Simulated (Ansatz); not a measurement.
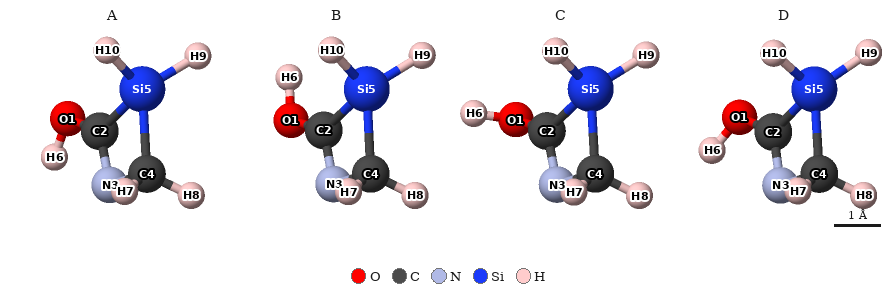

4 geometries from a converged minimum-energy path of C2H5NOSi, shuffled. Style: ball-and-stick. Shown from a free direction.

The calculation used RKS PBE0-D4/6-31G* (Ansatz). Run with 5 movable images; climbing image; force threshold 0.05 eV/Å; iteration limit 60; starting path through a guess of the saddle point.

**Which frame is the transition state?**

C. In order along the path, whose images run from 0 to 6: A (image 0, 0.00 eV), D (image 1, +0.07 eV), C (image 3, +0.43 eV), B (image 6, +0.20 eV). The motion is a rotation about the O1–C2 bond by about 180°. No bond forms or breaks between the ends. Among the angles between lasting bonds that change up to the highest image: C2–O1–H6 106.6° → 109.6°.

The run took 120 s on 1 thread of Arm Neoverse V2 (shared host), peak memory 0.19 GiB.
